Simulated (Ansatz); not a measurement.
The figure comes from a scan of LiH (rock salt): the crystal slips on the {100} plane by s times a lattice vector of 4.01 Å, atoms relaxing along the normal only, γ being the energy change per area. Calculation: r2SCAN (plane waves to 500 eV, PAW, scalar-relativistic; Ansatz, an electronic-structure program). k mesh 10×10×10 (Γ-centred), Fermi-Dirac smearing 0.05 eV. E is the zero-smearing estimate. Faults lie only 6.0 Å apart, and holding the cell height raises γ above its relaxed value. LiH was relaxed with its symmetry unable to fall. The zero of γ is zero shift.

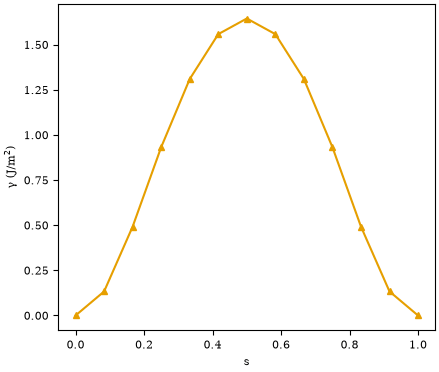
*γ (J/m²) against s; markers are the computed points, lines only join them (the last repeats the first, one period on).*

**Question.** Turn the plot into a table (rounded to what can be read).

**Answer.** To the nearest 0.05:

```
s      γ (J/m²)
-----  --------
0.000      0.00
0.083      0.15
0.167      0.50
0.250      0.95
0.333      1.30
0.417      1.55
0.500      1.65
0.583      1.55
0.667      1.30
0.750      0.95
0.833      0.50
0.917      0.15
```

(The slope of γ gives the shear force per area between the displaced halves; near zero shift its curvature is an elastic stiffness.)
